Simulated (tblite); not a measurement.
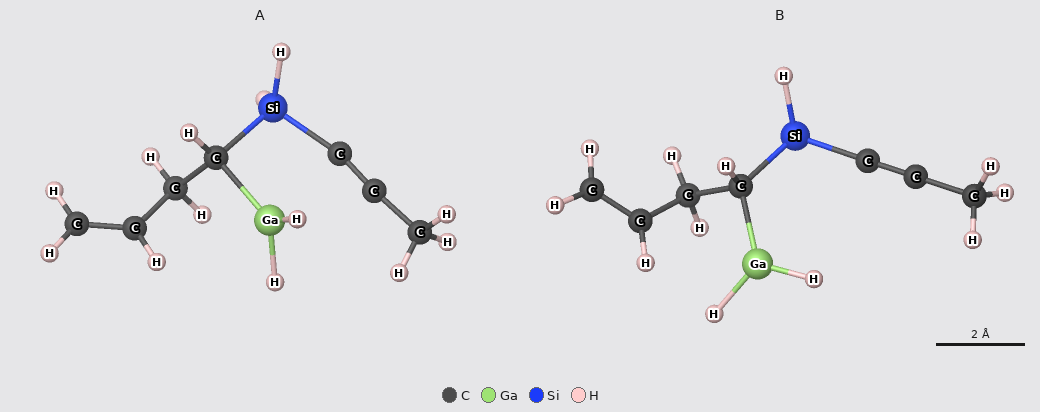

Two geometries of C7H13GaSi, drawn at one scale. One is the start of a relaxation, the other its converged end. A ball-and-stick model, seen at a tilt.

Computed with GFN2-xTB geometry optimisation, gas phase in tblite 0.8.0. 

### Which of the two is the end point?

Structure A is the relaxed one. An H atom moves most after the best rigid fit: 2.01 Å. Largest moves by element: H 2.01 Å, Ga 1.29 Å, C 1.18 Å, Si 0.65 Å. Some distances before and after: C–Ga 4.145 → 2.682 Å, C–Ga 3.542 → 2.605 Å, C–Ga 2.915 → 3.281 Å, Ga–H 1.386 → 1.575 Å. Bond angles that change, for instance: Ga–C–Si 124.6° → 100.5°, Ga–C–H 99.0° → 115.9°, Si–C–C 179.1° → 164.4°. Groups turn about C–Si by about 35°. Over 255 geometry steps the energy falls by 29.5 kcal/mol. The run took 4.8 s on 1 thread of Arm Neoverse N1, on a shared host.
